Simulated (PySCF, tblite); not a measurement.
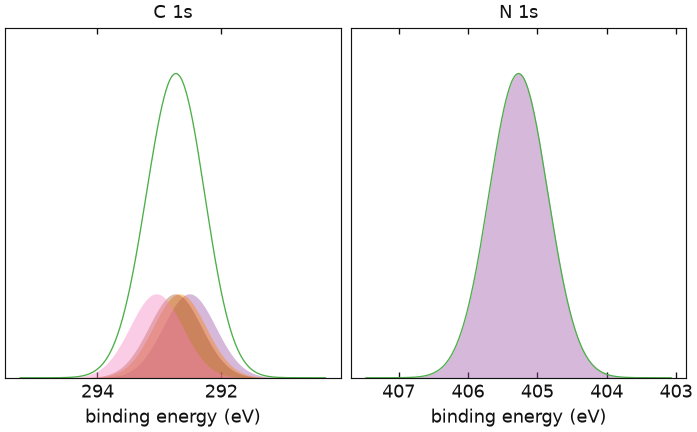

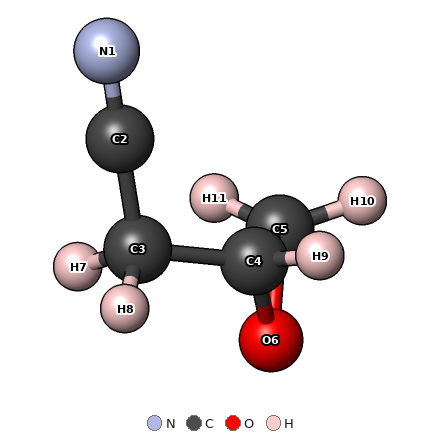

Simulated XPS of C₄H₅NO, SMILES N#CC[C@@H]1CO1. Vertical core-electron binding energies by ΔSCF (SCAN, pcX-2 on the ionised atom, pcseg-1 elsewhere, spin-free X2C; PySCF 2.14.0, at a GFN2-xTB geometry (a minimum by its frequencies)), gas phase, against the vacuum level. One atom of each kind was ionised; within a panel, areas follow the number of like atoms, each panel is scaled alone, Gaussians of 1.0 eV full width. Only the regions named are shown. Lines closer than the width merge in the curve.

Assign the components.

```csv
level,atoms,binding energy (eV)
C 1s,C4,293.0
C 1s,C5,292.7
C 1s,C3,292.7
C 1s,C2,292.5
N 1s,N1,405.3
```

How large is the chemical shift across the C 1s region?

0.5 eV, from C2 at 292.5 eV to C4 at 293.0 eV.

Note: one conformer of a flexible molecule; the tight-binding geometry is rougher than a DFT one and adds to the error.
